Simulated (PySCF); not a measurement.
## Electronic structure of GeC (triplet) in real space

```
atom   x (Å)   y (Å)    z (Å)
  Ge  0.0000  0.0000  -0.2525
   C  0.0000  0.0000   1.5555
```

⟨S²⟩ = 2.06, above the pure value of 2.00.

Level of theory: PBE0/aug-cc-pVDZ(-PP), non-relativistic Hamiltonian with scalar-relativistic core potentials where named, at a bond length of 1.808 Å in PySCF 2.14.0.

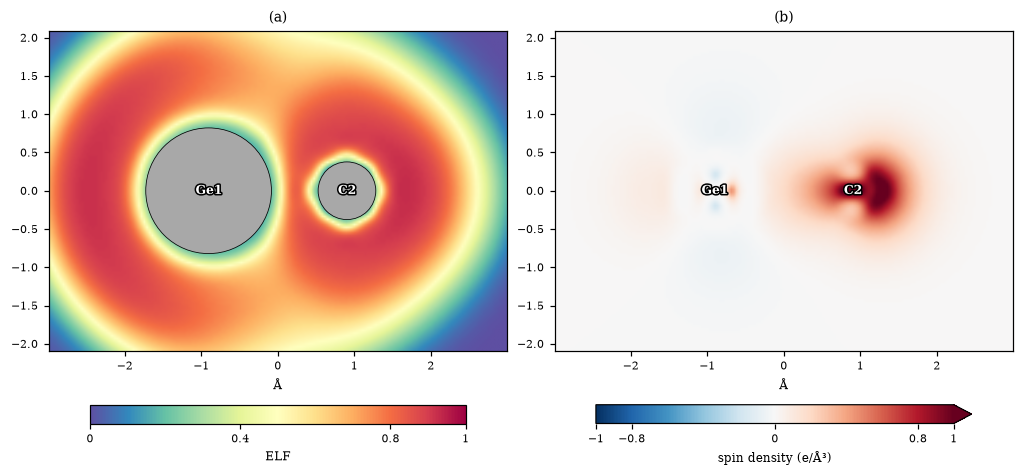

Figure 1. (a) ELF; (b) spin density (α minus β) on a plane that holds the molecular axis. Grey discs cover the atomic cores in the ELF map.

### Read the bonding off the picture.

- The section cuts through Ge and C sites.
- C–Ge (1.81 Å): the ELF peaks at about 0.85 in the valence shell of C, 0.7 Å from its nucleus, and is about 0.35 at the midpoint.
- The ELF also peaks beside C2, away from the bonds: non-bonding electrons, paired or unpaired.
- The unpaired spin (2 electrons) lies mostly on C2 (about 1.6) and Ge1 (about 0.4), in electrons by Hirshfeld's partition.

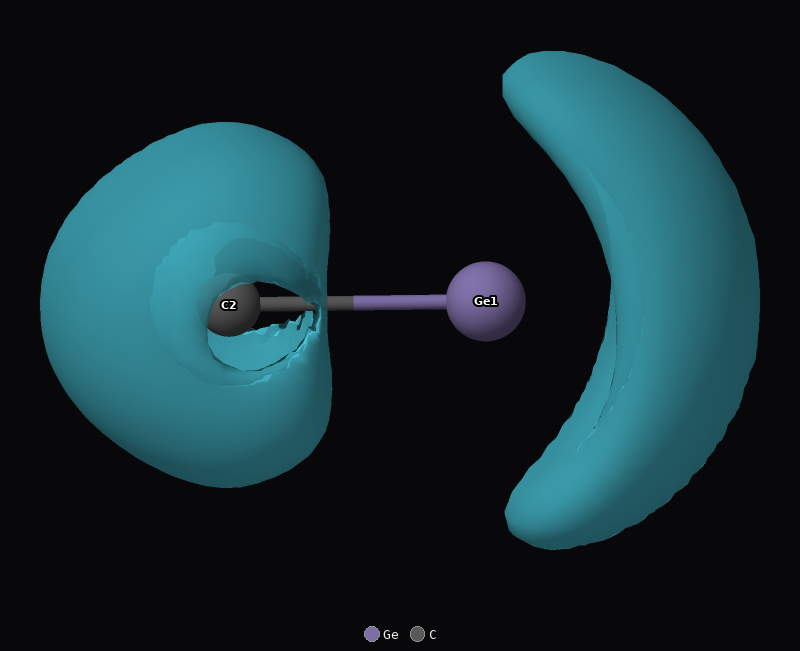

Figure 2. Isosurface of the electron localisation function at 0.8 (cyan), seen from one side. Core shells and regions of very low density are left out.

### Describe the localisation domains.

The surface consists of one ring or bowl of non-bonding electrons around C and one lobe on Ge, pointing away from the bonds (non-bonding electrons).

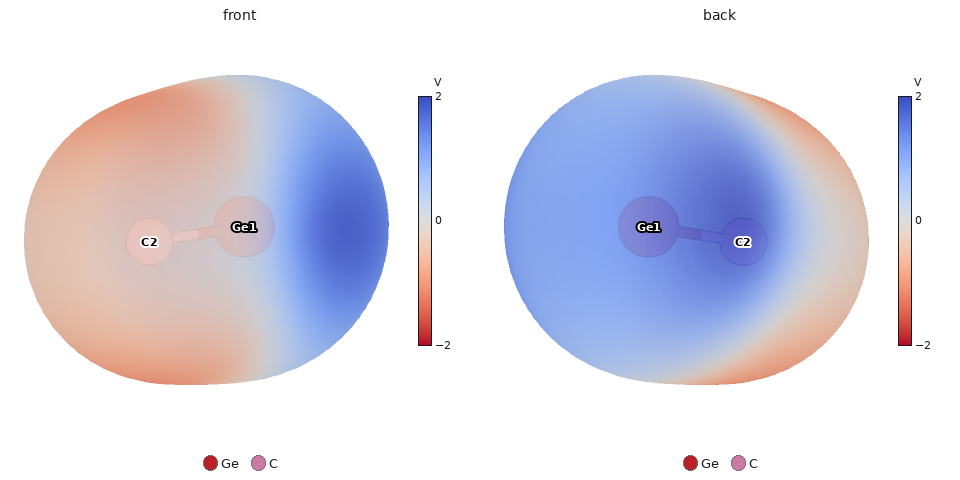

Figure 3. The molecular electrostatic potential painted on the density surface at 0.002 e/bohr³, seen from the front and from behind; the colour scale runs from red (negative) to blue (positive).

### Where is the surface potential most negative and most positive?

The most negative region (about −1.0 V) lies over C2, the most positive (about +1.9 V) over Ge1.
